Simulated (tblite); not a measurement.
# C9H18Ge: the cost of one run

The runs use tblite 0.8.0 and PySCF 2.14.0, with density-fitted response routines of our own; the level of theory stands in each step. All values are computed, except where a source is named. Atoms are numbered from 0 throughout.

## 1. Starting geometry

28 atoms, charge 0, multiplicity 1; geometry from: force field or distance geometry start.

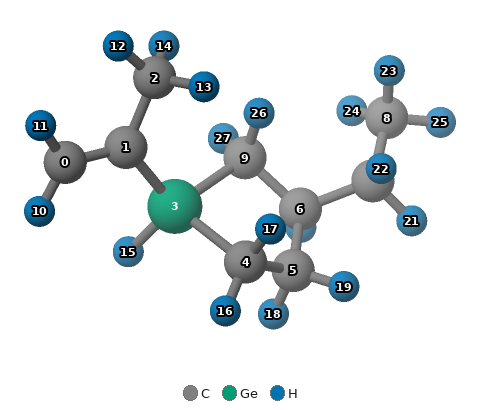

As it starts; carbon grey, germanium teal, hydrogen blue, atoms numbered.

## 2. Geometry optimisation with GFN2-xTB

The job: settings as JSON, then the geometry in Å.

```
{"job": {"kind": "relax", "xc": "GFN2-xTB", "basis": "xTB"}, "charge": 0, "multiplicity": 1}
C      3.950900    -0.173200    -0.639000
C      2.687400     0.242600    -0.448200
C      2.447800     1.702900    -0.636300
Ge     1.245300    -0.860800     0.059400
C      0.171200    -1.526600    -1.413100
C     -1.124700    -1.683100    -0.712400
C     -1.418200    -0.623400     0.248400
C     -2.579600     0.196900    -0.284700
C     -2.981400     1.316300     0.627100
C     -0.284000     0.153000     0.754700
H      4.239400    -1.210500    -0.523700
H      4.715300     0.526300    -0.926800
H      3.398600     2.255300    -0.829600
H      1.758500     1.793000    -1.521600
H      2.016400     2.195800     0.273800
H      1.629700    -2.017900     1.030100
H      0.571700    -2.459400    -1.858100
H      0.088100    -0.702800    -2.160900
H     -1.107500    -2.664800    -0.175800
H     -1.925900    -1.746100    -1.458500
H     -1.869400    -1.123700     1.163100
H     -3.497400    -0.467500    -0.376600
H     -2.305000     0.613900    -1.266500
H     -2.681400     2.303000     0.209000
H     -2.667700     1.191600     1.682000
H     -4.107600     1.359600     0.634500
H     -0.186900     1.138100     0.232700
H     -0.204400     0.298700     1.846500
```

Command:

```sh
> OMP_NUM_THREADS=1 python probes_run.py task.json out
```

One launch serves the whole session: the jobs run in the order shown.

**Question.** How long does this first job take on 1 thread of Intel Xeon at 2.50GHz, shared host, and how much memory does it need?

About 9.9 s, with a peak of 0.18 GiB.
